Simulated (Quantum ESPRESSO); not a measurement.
# How far to go with the plane-wave cutoff: CaPb₃ (P4mm, 4 atoms in the cell)

```xyz
4
Lattice="4.9028 0.0000 0.0000 0.0000 4.9028 0.0000 0.0000 0.0000 4.9028" Properties=species:S:1:pos:R:3 pbc="T T T"
Ca     0.0000     0.0000     0.0500
Pb     0.0000     2.4514     2.4514
Pb     2.4514     0.0000     2.4514
Pb     2.4514     2.4514     0.0000
```

Level of theory: PBEsol, GBRV 1.5 ultrasoft (PBESOL) pseudopotentials (plane waves; Quantum ESPRESSO).

Base settings: ecutwfc = 40 Ry; ecutrho = 200 Ry; occupations = smearing; smearing = gauss; degauss = 0.0073499 Ry; potentials = {Ca: ca_pbesol_v1.uspp.F.UPF, Pb: pb_pbesol_v1.uspp.F.UPF}; K_POINTS = automatic 3 3 3 0 0 0; conv_thr = 1e-09 Ry.

Moved along: ecutrho.

The second cell is the first with its lattice scaled by 0.98.

The mesh stays at the base's, so the ladder's end is converged at best in this setting alone.

Only quantities that move along the ladder and can be compared are tabulated.

The count of work is k-points × plane waves × bands × iterations; it is no time. Core times come from one kind of shared machine, to one figure; runs under 30 s give none.

The starting cell comes from a database of computed structures (which also holds hypothetical and non-ambient phases and stackings), without a prior relaxation at this level. Its lattice was rescaled by up to half a per cent. One atom was moved a little off its site on purpose. Without a gap this mesh is coarse (it stands for a supercell whose shortest vector is 15 Å).

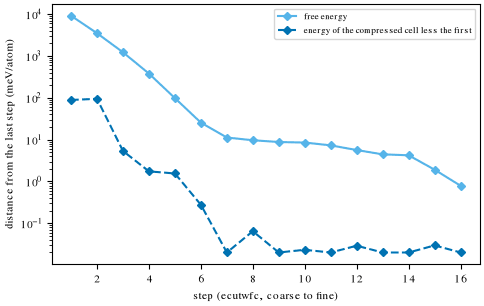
Figure. Distance from the last step along the ladder; very small values are drawn at a floor.

| ecutwfc | free energy less the last step's (meV/atom) | energy of the compressed cell less the first (meV/atom) | pressure (GPa) | largest difference of a force vector from the last step's (eV/Å) | count of work / last | core time / last (rough) |
|---|---|---|---|---|---|---|
| 14 Ry | 9194.13 | -100.80 | -221.37 | 0.088 | 0.058 | – |
| 16 Ry | 3512.96 | -106.77 | -104.08 | 0.010 | 0.062 | – |
| 18 Ry | 1228.96 | -6.57 | -46.22 | 0.002 | 0.073 | – |
| 20 Ry | 379.84 | -13.67 | -19.41 | 0.001 | 0.086 | – |
| 22 Ry | 98.32 | -10.38 | -7.81 | 0.001 | 0.10 | – |
| 24 Ry | 25.51 | -12.21 | -3.65 | 0.001 | 0.11 | – |
| 28 Ry | 11.24 | -11.94 | -2.31 | 0.000 | 0.16 | – |
| 32 Ry | 9.67 | -11.87 | -2.37 | 0.001 | 0.21 | – |
| 36 Ry | 8.78 | -11.94 | -2.33 | 0.000 | 0.23 | – |
| 40 Ry | 8.51 | -11.95 | -2.35 | 0.000 | 0.27 | 0.3 |
| 44 Ry | 7.30 | -11.94 | -2.39 | 0.000 | 0.31 | – |
| 48 Ry | 5.64 | -11.96 | -2.39 | 0.001 | 0.36 | 0.2 |
| 54 Ry | 4.45 | -11.94 | -2.33 | 0.000 | 0.43 | 0.3 |
| 60 Ry | 4.23 | -11.93 | -2.35 | 0.001 | 0.50 | 0.3 |
| 70 Ry | 1.91 | -11.96 | -2.38 | 0.001 | 0.62 | 0.3 |
| 80 Ry | 0.79 | -11.94 | -2.32 | 0.000 | 0.76 | 0.5 |
| 96 Ry | 0.00 | -11.93 | -2.36 | 0.000 | 1.0 | 1 |

Coarsest ecutwfc that holds the pressure within 0.2 GPa of the last step, with all finer ones: 28 Ry, at 0.16 of the last step's count of work; the step before is off by 1.3 GPa.

State of the free energy at the end of the ladder: still drifting one way, by 1.9 meV/atom over the last two steps, so the last step is no safe reference.

Coarsest ecutwfc that holds the forces within 0.005 eV/Å of the last step, with all finer ones: 18 Ry, at 0.073 of the last step's count of work; the step before is off by 0.010 eV/Å.

The energy difference between the two cells stays within 1 meV/atom of the last step's from 24 Ry on, the total only from 80 Ry on: much of the error is common to both cells and cancels.

Two neighbours can agree and both be off: 32 Ry and 36 Ry differ by 0.89 meV/atom in the free energy, yet lie about 8.8 meV/atom from the last step.

At the lowest cutoff the pressure lies 219 GPa under the last step's, the usual sign of Pulay stress in an incomplete plane-wave basis.
